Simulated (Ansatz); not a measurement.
Consider F₃SiTe (SMILES F[Si](F)(F)[Te]) (doublet).

Input file:

```
crystal:
  periodic: [false, false, false]
  atoms:
    - {symbol: F, position_ang: [0.044565, -0.014582, 1.633055]}
    - {symbol: Si, position_ang: [0.091204, -0.111335, 0.060637]}
    - {symbol: F, position_ang: [-0.499037, -1.511787, -0.358746]}
    - {symbol: F, position_ang: [1.617735, -0.087588, -0.330712]}
    - {symbol: Te, position_ang: [-1.204667, 1.651691, -1.045734]}
basis:
  gaussian: {orbitals: def2-TZVPP}
magnetization: {spin_polarized: true, initial_magnetization: 1}
hamiltonian: {xc: pbe0, dispersion: d4}
output: {orbitals: {seedname: orbitals}}
```

Command:

```sh
ansatz run in.yaml --threads 4 --pin off --events-out ev --progress --plain --max-ram 10444MiB
```

Geometry: PBE0-D4/def2-TZVP; core potentials replace the inner electrons of Te.

Computed with Ansatz, UKS PBE0-D4/def2-TZVPP.

Q: What can the converged electron density, electron localisation function and spin density tell about the bonding?

A: Si–F (1.58 Å): ρ is about 1.2 e/Å³ halfway; the ELF peaks at about 0.85 in the valence shell of F, 0.6 Å from its nucleus, and is about 0.40 at the midpoint.
The unpaired spin (1 electron) lies mostly on Te5 (about 0.9), in electrons by Hirshfeld's partition.

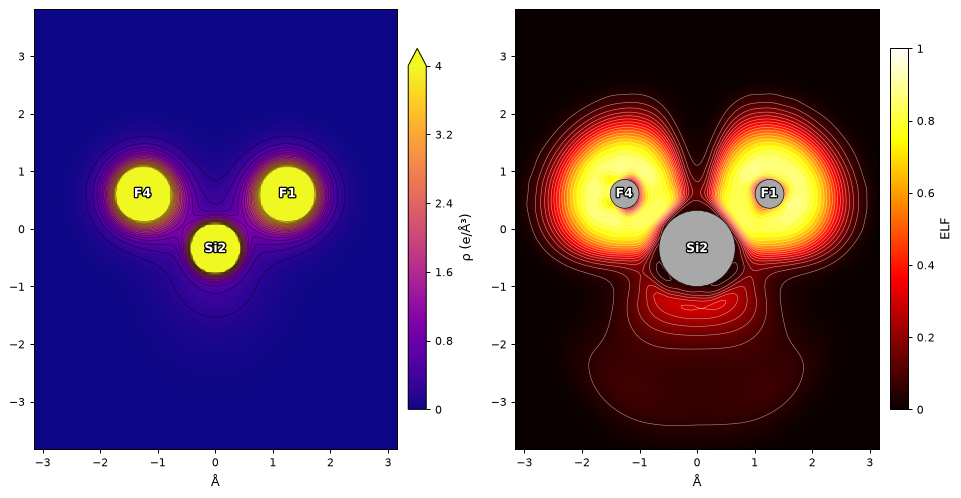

Computed electron density and electron localisation function on the plane of atoms F1, Si2 and F4, in this order. Grey discs cover the atomic cores in the ELF map. 
